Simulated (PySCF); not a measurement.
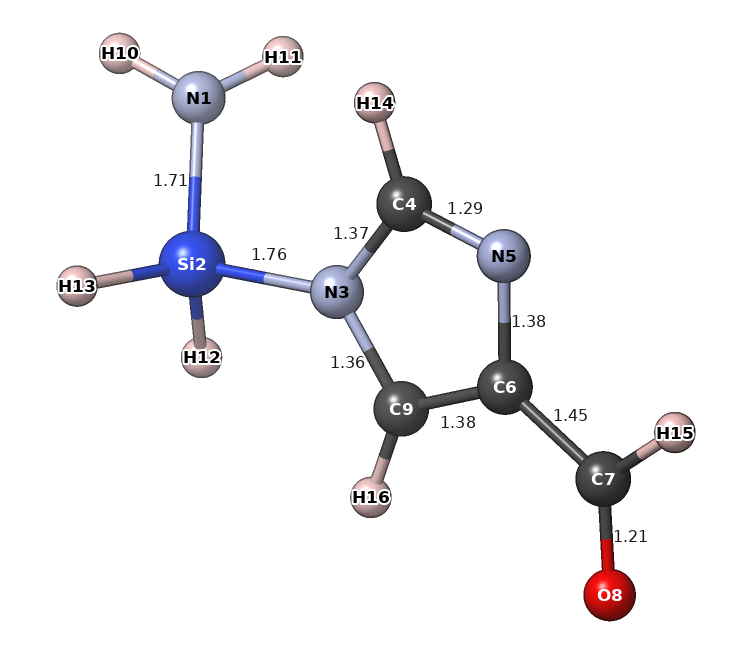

Bond lengths are marked in Å; every bond is drawn as one stick. Computed geometry: GFN2-xTB optimisation. No frequency run is at hand to confirm it as a minimum.

**Assign a bond order to each marked bond.**

N1–Si2 single; Si2–N3 single; N3–C4 aromatic; N3–C9 aromatic; C4–N5 aromatic; N5–C6 aromatic; C6–C7 single; C6–C9 aromatic; C7–O8 double.

**Give the structure as SMILES.**

N[SiH2]n1cnc(C=O)c1
